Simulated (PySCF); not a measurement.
# C4H7Al: electronic excitations and core binding energies

Wanted: the electronic excitations and core binding energies of C4H7Al (`[AlH2][C@H]1C=CC1`), by calculation.

Computed with PySCF 2.14.0, with density-fitted response routines of our own, on a single molecule in the gas phase. Atoms count from 0, in the outputs and in this text.

## (1) The starting structure

12 atoms, charge 0, multiplicity 1; geometry from: GFN2-xTB.

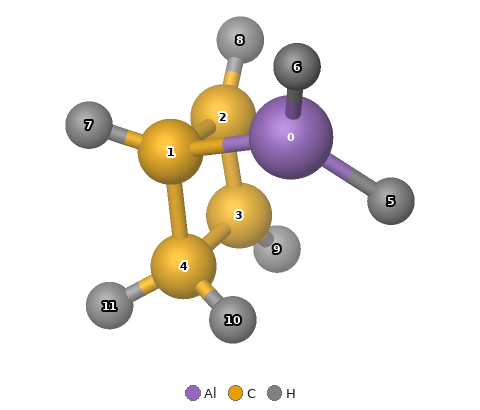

As it starts; aluminium purple, carbon amber, hydrogen grey, atoms numbered; sticks join atoms by distance.

## (2) Excited states and response: B3LYP/def2-SVPD

What the job is given:

```
{"job": {"kind": "uv", "xc": "B3LYP", "basis": "def2-SVPD", "nstates": 8, "ntriplets": 3}, "charge": 0, "multiplicity": 1}
Al     1.822203    -0.027243    -0.441539
C      0.243657    -0.516849     0.684595
C     -0.389292     0.841627     0.874732
C     -1.316862     0.660381    -0.067834
C     -0.905752    -0.747198    -0.357366
H      1.475836     0.712932    -1.757159
H      3.322064    -0.242715    -0.118970
H      0.214435    -1.169849     1.561202
H     -0.165098     1.652742     1.549972
H     -2.095097     1.272349    -0.489567
H     -0.578022    -0.926167    -1.390773
H     -1.626874    -1.510696    -0.073319
```

Method: TDDFT B3LYP/def2-SVPD, vertical, gas phase, core orbitals frozen in the response.

On the command line:

```bash
$ OMP_NUM_THREADS=1 python probes_run.py task.json out
```

One launch serves the whole session: the jobs run in the order shown.

What it wrote:

```text
coarse grid: 10312 points
cycle   1  E = -398.7006350119  dE =  4.751e-01  |g| = 4.181e-01  |ddm| = 4.984e+00
cycle   2  E = -398.6563792580  dE =  4.426e-02  |g| = 5.830e-01  |ddm| = 1.535e+00
cycle   3  E = -398.7515998931  dE = -9.522e-02  |g| = 4.482e-02  |ddm| = 8.755e-01
cycle   4  E = -398.7522137985  dE = -6.139e-04  |g| = 7.596e-03  |ddm| = 1.380e-01
cycle   5  E = -398.7522240086  dE = -1.021e-05  |g| = 5.026e-03  |ddm| = 2.546e-02
cycle   6  E = -398.7522306134  dE = -6.605e-06  |g| = 5.737e-04  |ddm| = 8.408e-03
final grid: 94328 points
cycle   7  E = -398.8190588499  dE = -3.056e-05  |g| = 4.557e-03  |ddm| = 1.374e-01
cycle   8  E = -398.8190529158  dE =  5.934e-06  |g| = 6.547e-03  |ddm| = 1.831e-02
cycle   9  E = -398.8190645816  dE = -1.167e-05  |g| = 5.662e-04  |ddm| = 9.147e-03
cycle  10  E = -398.8190646452  dE = -6.353e-08  |g| = 2.676e-04  |ddm| = 1.107e-03
cycle  11  E = -398.8190646642  dE = -1.901e-08  |g| = 5.893e-05  |ddm| = 5.932e-04
cycle  12  E = -398.8190646652  dE = -9.762e-10  |g| = 1.793e-05  |ddm| = 1.531e-04
converged SCF energy = -398.8190646652

Static polarisability (au): isotropic 73.624, principal 64.615 67.956 88.300

Singlet excitations
state   eV       nm        f      main configurations
  1   4.1493    298.8   0.02795   H->L 0.97
  2   5.4446    227.7   0.00486   H-2->L 0.56, H-1->L 0.40
  3   5.4654    226.9   0.00348   H-1->L 0.50, H-2->L 0.43
  4   5.9664    207.8   0.01387   H->L+1 0.60, H->L+2 0.32
  5   6.0885    203.6   0.06868   H->L+2 0.61, H->L+1 0.22
  6   6.5742    188.6   0.06973   H->L+3 0.72, H-3->L 0.15, H->L+4 0.09
  7   6.6438    186.6   0.00713   H->L+4 0.49, H-3->L 0.26, H->L+3 0.21
  8   6.6633    186.1   0.06100   H-3->L 0.56, H->L+4 0.35

Triplet excitations (Tamm-Dancoff, eV): 3.6324 4.4704 5.0271
```

It took 28 s on 1 thread of Arm Neoverse N1, shared host; peak memory 0.63 GiB.

Frontier orbitals and where they lie:

| orbital | eV | atoms |
| --- | --- | --- |
| HOMO−3 | -9.09 | C4 26 %, C1 22 %, C2 21 % |
| HOMO−2 | -8.11 | Al0 38 %, H5 34 %, H6 19 % |
| HOMO−1 | -7.90 | C2 22 %, C1 21 %, C3 15 % |
| HOMO | -6.52 | C3 26 %, C1 23 %, C2 19 % |
| LUMO | -1.48 | Al0 55 %, H6 10 %, H5 8 % |
| LUMO+1 | 0.07 | C2 28 %, C3 22 %, Al0 18 % |
| LUMO+2 | 0.35 | Al0 50 %, C2 10 %, C1 6 % |

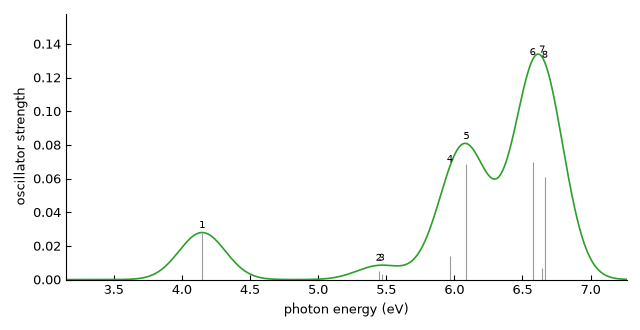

Absorption spectrum from the 8 singlet states computed; above the last one it falls off for lack of states. Lines are broadened to a width of 0.40 eV (Gaussian).

Ground-state properties from the same run:

| property | computed |
| --- | --- |
| dipole moment (D) | 0.92 |
| polarisability (Å³) | 10.91 |
| HOMO–LUMO gap (eV) | 5.04 |
| −ε(HOMO) (eV) | 6.52 |

## (3) Core-electron binding energies: SCAN, X2C

Same as in step 2 but for these lines:

```diff
@@ -1,2 +1,2 @@
-{"job": {"kind": "uv", "xc": "B3LYP", "basis": "def2-SVPD", "nstates": 8, "ntriplets": 3}, "charge": 0, "multiplicity": 1}
+{"job": {"kind": "xps"}, "charge": 0, "multiplicity": 1}
 Al     1.822203    -0.027243    -0.441539
```

With the program's defaults for keys left out, this is: delta-SCF UKS SCAN, pcX-2 on the ionised atom, pcseg-1 elsewhere, spin-free X2C.

What it wrote:

```text
ground state, core basis on atom 0 (Al), 151 functions
  cycle   1  E = -399.31365102  |g| = 4.86e-01
  cycle   2  E = -399.22085598  |g| = 7.43e-01
  cycle   3  E = -399.38082407  |g| = 6.19e-02
  cycle   4  E = -399.38212422  |g| = 1.71e-02
  cycle   5  E = -399.38214177  |g| = 1.61e-02
  cycle   6  E = -399.38220942  |g| = 3.34e-03
  cycle   7  E = -399.38221366  |g| = 1.26e-03
  cycle   8  E = -399.38221343  |g| = 2.24e-04
  E(ground) = -399.38289183 Eh
hole in Al 1s of atom 0
  cycle   1  E = -340.80695800  |g| = 3.97e+00
  cycle   2  E = -340.11421064  |g| = 2.24e+00
  cycle   3  E = -338.43253620  |g| = 1.75e+00
  cycle   4  E = -341.62383787  |g| = 5.25e-01
  cycle   5  E = -341.79443901  |g| = 1.65e-01
  cycle   6  E = -341.80610538  |g| = 7.18e-02
  cycle   7  E = -341.80950388  |g| = 2.68e-02
  cycle   8  E = -341.80985112  |g| = 9.11e-03
  cycle   9  E = -341.80988257  |g| = 5.54e-03
  cycle  10  E = -341.80990036  |g| = 1.31e-03
  cycle  11  E = -341.80990236  |g| = 7.73e-04
  cycle  12  E = -341.80990381  |g| = 6.58e-04
  cycle  13  E = -341.80990621  |g| = 5.63e-04
  cycle  14  E = -341.80990864  |g| = 4.30e-04
  E(ion) = -341.81430462 Eh   <S^2> = 0.7547   hole on atom = 1.000   binding energy = 1566.521 eV
hole in Al 2p of atom 0
  cycle   1  E = -396.14009299  |g| = 1.07e+00
  cycle   2  E = -395.29959625  |g| = 1.29e+00
  cycle   3  E = -396.11232531  |g| = 6.69e-01
  cycle   4  E = -396.40112987  |g| = 1.29e-01
  cycle   5  E = -396.41115535  |g| = 1.07e-01
  cycle   6  E = -396.41612680  |g| = 5.38e-02
  cycle   7  E = -396.41794897  |g| = 1.04e-02
  cycle   8  E = -396.41800731  |g| = 5.89e-03
  cycle   9  E = -396.41803384  |g| = 2.38e-03
  cycle  10  E = -396.41804251  |g| = 1.59e-03
  cycle  11  E = -396.41805324  |g| = 1.18e-03
  cycle  12  E = -396.41806004  |g| = 9.23e-04
  cycle  13  E = -396.41806513  |g| = 6.78e-04
  cycle  14  E = -396.41806621  |g| = 4.64e-04
  E(ion) = -396.42493260 Eh   <S^2> = 0.7704   hole on atom = 1.003   binding energy = 80.490 eV
  2p3/2 = 79.988 eV   2p1/2 = 80.585 eV
ground state, core basis on atom 1 (C), 140 functions
  cycle   1  E = -399.31533481  |g| = 5.93e-02
  cycle   2  E = -399.31531486  |g| = 2.17e-02
  cycle   3  E = -399.31531049  |g| = 2.20e-02
  cycle   4  E = -399.31542966  |g| = 4.68e-03
  cycle   5  E = -399.31543390  |g| = 1.37e-03
  cycle   6  E = -399.31543604  |g| = 2.37e-04
  E(ground) = -399.35308561 Eh
hole in C 1s of atom 1
  cycle   1  E = -388.07889593  |g| = 1.52e+00
  cycle   2  E = -387.12189412  |g| = 2.01e+00
  cycle   3  E = -388.58491679  |g| = 4.17e-01
  cycle   4  E = -388.60789698  |g| = 3.20e-01
  cycle   5  E = -388.66382442  |g| = 8.22e-02
  cycle   6  E = -388.66689464  |g| = 2.12e-02
  cycle   7  E = -388.66712165  |g| = 8.18e-03
  cycle   8  E = -388.66716168  |g| = 2.28e-03
  cycle   9  E = -388.66716709  |g| = 1.15e-03
  cycle  10  E = -388.66717038  |g| = 6.83e-04
  cycle  11  E = -388.66717187  |g| = 5.19e-04
  cycle  12  E = -388.66717343  |g| = 4.68e-04
  E(ion) = -388.70389500 Eh   <S^2> = 0.7721   hole on atom = 1.000   binding energy = 289.779 eV
ground state, core basis on atom 2 (C), 140 functions
  cycle   1  E = -399.31505327  |g| = 5.84e-02
  cycle   2  E = -399.31486230  |g| = 3.35e-02
  cycle   3  E = -399.31476633  |g| = 3.80e-02
  cycle   4  E = -399.31513107  |g| = 7.87e-03
  cycle   5  E = -399.31514731  |g| = 4.94e-04
  E(ground) = -399.35325730 Eh
hole in C 1s of atom 2
  cycle   1  E = -388.06527449  |g| = 1.52e+00
  cycle   2  E = -385.80670519  |g| = 2.21e+00
  cycle   3  E = -388.30794779  |g| = 6.97e-01
  cycle   4  E = -388.55950980  |g| = 4.21e-01
  cycle   5  E = -388.62661428  |g| = 2.15e-01
  cycle   6  E = -388.64867091  |g| = 5.46e-02
  cycle   7  E = -388.65027957  |g| = 1.46e-02
  cycle   8  E = -388.65047218  |g| = 7.01e-03
  cycle   9  E = -388.65055195  |g| = 4.38e-03
  cycle  10  E = -388.65060930  |g| = 3.32e-03
  cycle  11  E = -388.65063693  |g| = 2.05e-03
  cycle  12  E = -388.65064626  |g| = 7.92e-04
  cycle  13  E = -388.65064743  |g| = 3.50e-04
  E(ion) = -388.68800634 Eh   <S^2> = 0.8166   hole on atom = 1.000   binding energy = 290.216 eV
ground state, core basis on atom 3 (C), 140 functions
  cycle   1  E = -399.31467320  |g| = 6.31e-02
  cycle   2  E = -399.31385658  |g| = 6.33e-02
  cycle   3  E = -399.31447713  |g| = 4.00e-02
  cycle   4  E = -399.31489388  |g| = 8.39e-03
  cycle   5  E = -399.31491340  |g| = 5.65e-04
  cycle   6  E = -399.31491228  |g| = 2.43e-04
  E(ground) = -399.35308544 Eh
hole in C 1s of atom 3
  cycle   1  E = -388.07224346  |g| = 1.52e+00
  cycle   2  E = -386.66801726  |g| = 2.11e+00
  cycle   3  E = -388.53500802  |g| = 4.51e-01
  cycle   4  E = -388.58793153  |g| = 3.55e-01
  cycle   5  E = -388.65513722  |g| = 1.12e-01
  cycle   6  E = -388.66137115  |g| = 2.03e-02
  cycle   7  E = -388.66161263  |g| = 9.46e-03
  cycle   8  E = -388.66167901  |g| = 4.23e-03
  cycle   9  E = -388.66170098  |g| = 2.42e-03
  cycle  10  E = -388.66171059  |g| = 1.89e-03
  cycle  11  E = -388.66171372  |g| = 6.79e-04
  cycle  12  E = -388.66171532  |g| = 2.10e-04
  E(ion) = -388.69942202 Eh   <S^2> = 0.7907   hole on atom = 1.000   binding energy = 289.901 eV
ground state, core basis on atom 4 (C), 140 functions
  cycle   1  E = -399.31398086  |g| = 6.07e-02
  cycle   2  E = -399.31357220  |g| = 4.62e-02
  cycle   3  E = -399.31371640  |g| = 3.94e-02
  cycle   4  E = -399.31412110  |g| = 1.03e-02
  cycle   5  E = -399.31414801  |g| = 4.63e-04
  cycle   6  E = -399.31414969  |g| = 1.54e-04
  E(ground) = -399.35170217 Eh
hole in C 1s of atom 4
  cycle   1  E = -388.06206524  |g| = 1.51e+00
  cycle   2  E = -387.17013675  |g| = 1.96e+00
  cycle   3  E = -388.56150201  |g| = 3.98e-01
  cycle   4  E = -388.58472837  |g| = 2.96e-01
  cycle   5  E = -388.63175838  |g| = 8.15e-02
  cycle   6  E = -388.63484461  |g| = 1.90e-02
  cycle   7  E = -388.63503073  |g| = 9.24e-03
  cycle   8  E = -388.63509082  |g| = 2.81e-03
  cycle   9  E = -388.63510587  |g| = 2.14e-03
  cycle  10  E = -388.63511864  |g| = 1.76e-03
  cycle  11  E = -388.63513102  |g| = 1.27e-03
  cycle  12  E = -388.63514384  |g| = 7.40e-04
  cycle  13  E = -388.63514844  |g| = 3.54e-04
  E(ion) = -388.67188518 Eh   <S^2> = 0.7758   hole on atom = 1.000   binding energy = 290.613 eV
```

Wall time 98 s (1 thread of Arm Neoverse N1, shared host); peak memory 0.46 GiB.

The holes in one table. −ε is the ground-state orbital energy:

| hole | stands for | environment | ΔSCF (eV; 2p as the shell's mean) | −ε (eV) | ⟨S²⟩ |
| --- | --- | --- | --- | --- | --- |
| Al1s on Al0 | Al0 | aluminium bonded to C, 2 H | 1566.52 | 1517.8 | 0.755 |
| Al2p on Al0 | Al0 | aluminium bonded to C, 2 H | 80.19 | 70.4 | 0.770 |
| C1s on C1 | C1 | allylic sp3 CH bonded to Al | 289.78 | 273.4 | 0.772 |
| C1s on C2 | C2 | alkene CH | 290.22 | 273.8 | 0.817 |
| C1s on C3 | C3 | alkene CH | 289.90 | 273.6 | 0.791 |
| C1s on C4 | C4 | allylic sp3 CH2 | 290.61 | 273.8 | 0.776 |

With the spin-orbit splitting: Al0 2p3/2 79.99, 2p1/2 80.59 eV. The table gives each 2p level as the mean over the whole 2p shell (two parts 2p3/2, one part 2p1/2), which differs a little from the single hole in the log.

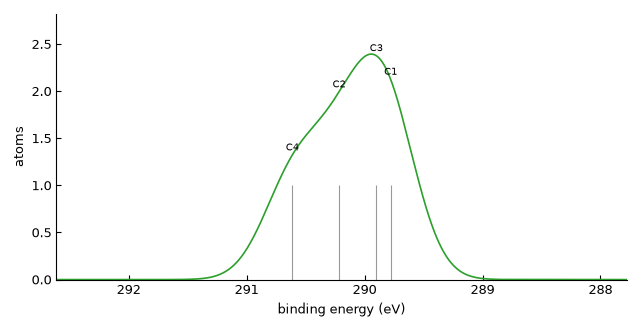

The C1s photoelectron lines, weighted by the number of atoms. Lines are broadened to a width of 0.60 eV (Gaussian).

## (4) Summary of results

| quantity | value |
| --- | --- |
| lowest singlet (B3LYP/def2-SVPD) | 4.15 eV (299 nm), f = 0.028 |
| brightest single state of those computed | state 6, 6.57 eV, f = 0.070 |
| lowest triplet | 3.63 eV |
| C1s binding energies, SCAN/pcX-2 | C4 290.61, C2 290.22, C3 289.90, C1 289.78 eV |
| Al1s binding energies, SCAN/pcX-2 | Al0 1566.52 eV |
| Al2p binding energies, SCAN/pcX-2 | Al0 80.19 eV |

In words: The lowest singlet, at 4.15 eV, is HOMO→LUMO 0.97 and is weak; of the 8 states computed, the strongest absorption comes from state 6 at 6.57 eV (the last state computed is bright too, and its partners may lie past the list). The lowest triplet lies 0.52 eV below the lowest singlet (triplets in Tamm-Dancoff, singlets in full TDDFT). States above −ε(HOMO) lie where TDDFT describes them poorly and they hang on the basis; the brightest is among them. C4 (allylic sp3 CH2) binds its C1s electron 0.83 eV more tightly than C1 (allylic sp3 CH bonded to Al).
